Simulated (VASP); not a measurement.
Band structure of Cs (bcc). Calculation: PBEsol GGA, VASP's PBE PAW potentials (set 64) (plane waves; VASP).

Unless said otherwise, spin-orbit coupling is left out, though it shifts the bands of the heavy elements here.

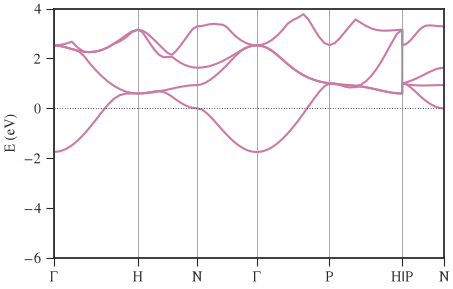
Fig. 1. Bands along high-symmetry lines, zero at the valence-band maximum or, without a gap, the Fermi level

Task: Read the plot: is there a gap, and where are the band edges?

Result: It has no gap at this level: it comes out as a metal or semimetal. (Edges off the drawn lines would not show.)

The compound is Cs in the bcc structure. It was relaxed first.
